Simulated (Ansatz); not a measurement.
# Cl2H2NSi radical: an energy map over two coordinates

A grid of calculations on Cl₂H₂NSi, SMILES N[Si](Cl)Cl, spin multiplicity 2, to see where the energy is lowest and how it rises around there.

Computed with Ansatz 0.2.0. Level: UKS PBE-D4/def2-SVP.

## (1) Starting geometry

SMILES `N[Si](Cl)Cl`, 6 atoms, charge 0, spin multiplicity 2.

Atoms are counted from 1 here; the program's logs count them from 0.

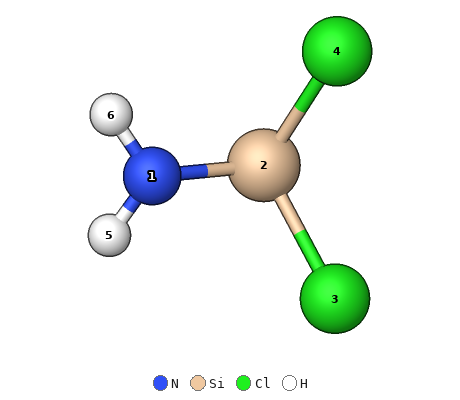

As it starts; nitrogen blue, silicon light orange, chlorine green, hydrogen white; atoms are numbered from 1 in the order of the file.

Geometry (Å):

```
N    -0.0136    0.9037   -0.1745
Si   -0.3543   -0.7107    0.3769
Cl    1.3240   -1.3083    1.4832
Cl   -0.5877   -1.8699   -1.3550
H     0.2980    1.6017    0.5079
H    -0.6244    1.3194   -0.8845
```

This geometry comes from a loose relaxation at PBE in a small basis, which is not shown.

## (3) Setting up the map

First coordinate, umbrella angle at N1 (between each of its bonds and their common axis; 90 is planar): 15 values from 66.0 to 114.0 °. Second coordinate, change of the bonds N1–Si2, N1–H5, N1–H6, all alike: 15 values from −0.139 to 0.215 Å.

Nothing else is relaxed (all other coordinates rigid). Energies count from the relaxed molecule at the same level. Points are written as (first, second).

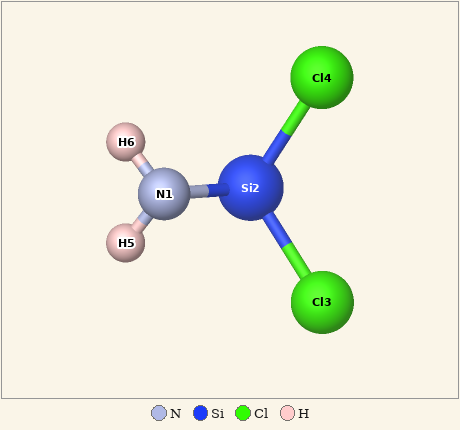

The geometry at (114.0°, −0.013 Å).

(The set-up runs are not shown.)

## (4) The run at (114.0°, −0.013 Å)

File input.yaml:

```yaml
crystal:
  periodic: [false, false, false]
  atoms:
    - { symbol: "N", position_ang: [-0.014497, 0.903386, -0.174709] }
    - { symbol: Si, position_ang: [-0.65488, -0.531632, 0.540525] }
    - { symbol: Cl, position_ang: [0.855882, -1.275639, 1.790375] }
    - { symbol: Cl, position_ang: [-1.052906, -1.837718, -1.051219] }
    - { symbol: H, position_ang: [0.084965, 1.578053, 0.572648] }
    - { symbol: H, position_ang: [-0.768458, 1.32128, -0.704392] }
magnetization:
  spin_polarized: true
  initial_magnetization: 1
basis:
  gaussian: { orbitals: def2-SVP }
hamiltonian:
  xc: pbe
  dispersion: d4
output:
  forces: true
```

Started as:

```bash
ansatz run input.yaml --threads 1 --pin off --max-ram 2560MiB --backend cpu --events-out ev --progress --plain --runs-dir out
```

Further runs follow: the other points that were computed.

**Question.** What will these runs give? Wanted: lowest point; highest computed point; dipole moment; largest force on an atom.

**Answer**, as computed:

| quantity | value |
| --- | --- |
| lowest point | (100.3°, −0.013 Å), 0.8 kJ/mol |
| highest computed point | (66.0°, −0.139 Å), 182 kJ/mol above the lowest |
| dipole moment (D) | 0.69 at (66.0°, 0.215 Å) to 3.20 at (103.7°, −0.139 Å); 2.98 at the lowest point |
| largest force on an atom (eV/Å) | 0.5 at (103.7°, 0.013 Å) to 10.0 at (114.0°, −0.139 Å); 0.6 at the lowest point |
| time for the whole task | 22 min on 1 thread, shared host |

In words: The lowest computed point is at (100.3°, −0.013 Å), 0.8 kJ/mol from the relaxed molecule at the same level. The grid is coarse, so the lowest point of the scanned range may lie between grid points; coordinates that were held can hide deeper minima. No other kind of well shows on this grid. The highest computed point, (66.0°, −0.139 Å), lies 182 kJ/mol above the lowest. Round the minimum the valley is somewhat tilted: raising the first coordinate shifts the best value of the second coordinate upwards (coupling k₁₂/√(k₁₁k₂₂) about −0.3).
